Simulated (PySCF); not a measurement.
**Si2H4ClF (SMILES F[SiH]([SiH3])Cl): HF/def2-TZVP (density fitting)**

What is the vertical ionisation energy of Si2H4ClF at HF/def2-TZVP (density fitting)? 

The calculation is run with PySCF 2.14.0.

2 further runs of the same task are left out: 2 set aside as unsound or not needed.

## (1) The molecule

Si2H4ClF: 8 atoms, total charge 0, spin state singlet. As SMILES, `F[SiH]([SiH3])Cl`. The shape is that of a PBE0-D4/def2-TZVP optimisation.

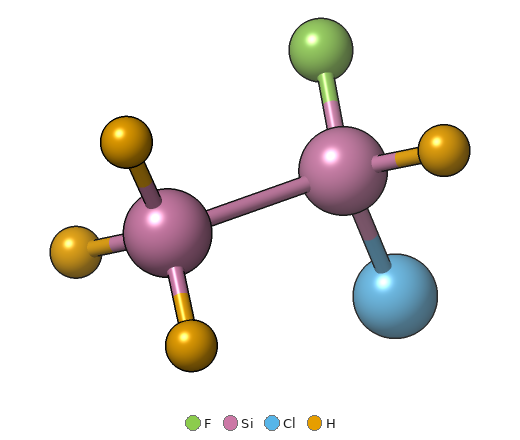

The structure, seen from a chosen angle (fluorine green, silicon pink, chlorine blue, hydrogen amber).

## (2) A single-point energy at HF/def2-TZVP (density fitting)

File calc.py:

```python
from pyscf import gto, scf
from pyscf import df

molecule = gto.Mole()
molecule.atom = '''
F     -2.511446     3.395460     0.304624
Si    -0.723576     1.535969    -1.261770
Si     1.018562    -1.498553     1.438648
Cl    -2.899029    -0.245853    -3.922882
H      1.127411     3.128253    -2.631066
H      2.561902    -0.247743     3.424751
H      2.652231    -3.200818    -0.083904
H     -1.051822    -2.974618     2.625963
'''
molecule.basis = 'def2-tzvp'
molecule.unit = 'bohr'
molecule.max_memory = 1860
molecule.verbose = 3
molecule.build()

hf = scf.RHF(molecule)
hf = hf.density_fit(auxbasis=df.aug_etb(molecule, beta=2.0))
hf.conv_tol = 1e-10
hf.kernel()
if not hf.converged:
    hf = hf.newton().run(hf.mo_coeff, hf.mo_occ)

e_tot = hf.e_tot
print(f'total energy: {e_tot:.8f} hartree')
```

Launch:

```sh
OMP_NUM_THREADS=1 python calc.py
```

The log of the run:

```text
converged SCF energy = -1139.32833618225
total energy: -1139.32833618 hartree
```

Wall time 6 s (1 thread of Arm Neoverse V2, shared host); peak memory 0.32 GiB.

## (3) The doublet cation, same level

File calc.py:

```python
from pyscf import gto, scf
from pyscf import df

system = gto.M(
    atom=[
    ('F', (-1.329000, 1.796800, 0.161200)),
    ('Si', (-0.382900, 0.812800, -0.667700)),
    ('Si', (0.539000, -0.793000, 0.761300)),
    ('Cl', (-1.534100, -0.130100, -2.075900)),
    ('H', (0.596600, 1.655400, -1.392300)),
    ('H', (1.355700, -0.131100, 1.812300)),
    ('H', (1.403500, -1.693800, -0.044400)),
    ('H', (-0.556600, -1.574100, 1.389600)),
],
    basis='def2-tzvp',
    spin=1,
    verbose=3,
    charge=1,
    max_memory=1860,
)

myscf = scf.UHF(system)
myscf = myscf.density_fit(auxbasis=df.aug_etb(system, beta=2.0))
myscf.conv_tol = 1e-10
myscf.kernel()
if not myscf.converged:
    myscf = myscf.newton().run(myscf.mo_coeff, myscf.mo_occ)

e_final = myscf.e_tot
print('E = %.10f Eh' % e_final)
```

Launch:

```sh
OMP_NUM_THREADS=1 python calc.py
```

The log of the run:

```text
converged SCF energy = -1138.95306995192  <S^2> = 0.76951211  2S+1 = 2.0194179
E = -1138.9530699519 Eh
```

It took 18 s on 1 thread of Arm Neoverse V2, shared host; peak memory 0.32 GiB.

## (4) What came out

At HF/def2-TZVP (density fitting):

| quantity | value |
| --- | --- |
| singlet Si2H4ClF: total energy | -1139.32834 Eh |
| singlet Si2H4ClF: dipole moment | 1.80 D |
| singlet Si2H4ClF: HOMO energy | -11.29 eV |
| singlet Si2H4ClF: LUMO energy | 2.67 eV |
| singlet Si2H4ClF: HOMO–LUMO gap | 13.96 eV |
| doublet cation: total energy | -1138.95307 Eh |
| doublet cation: HOMO energy (highest over α and β) | -18.12 eV |
| doublet cation: LUMO energy (lowest over α and β) | -9.10 eV |
| doublet cation: ⟨S²⟩ | 0.770 |
| vertical ionisation energy (to the doublet cation) | 10.212 eV |

**Reading.** The vertical ionisation energy comes to 10.21 eV (235 kcal/mol). −ε(HOMO) before ionisation, 11.29 eV, is 1.08 eV above this ionisation energy.
